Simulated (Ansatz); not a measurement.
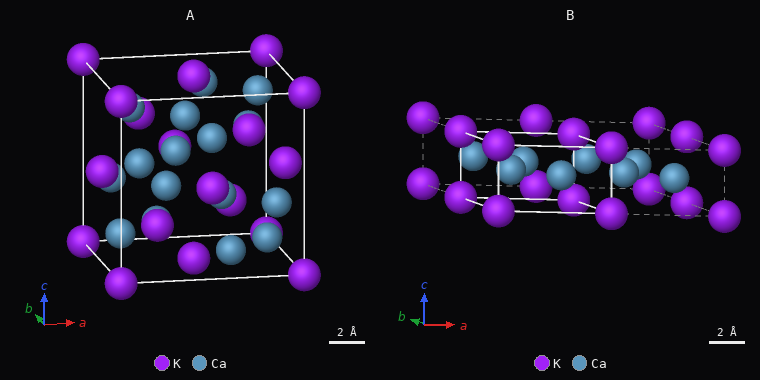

Two structures of KCa₂, each relaxed to rest (conventional cells in solid outline, small ones repeated, not to one scale). Method: DFT PBE, scalar-relativistic, plane waves, PAW (Ansatz 0.2.0), without spin polarisation.

Name structures A and B.

Answer. A: cubic Laves phase (C15, MgCu₂ type), Fd-3m. B: AlB₂ type, P6/mmm.

Which polymorph is favoured?

Answer. A is lower, by 45 meV/atom at this level of theory (energies at zero smearing). Volumes: A 53.6, B 50.5 Å³/atom.

One or both may be structure types tried for this composition rather than known phases.
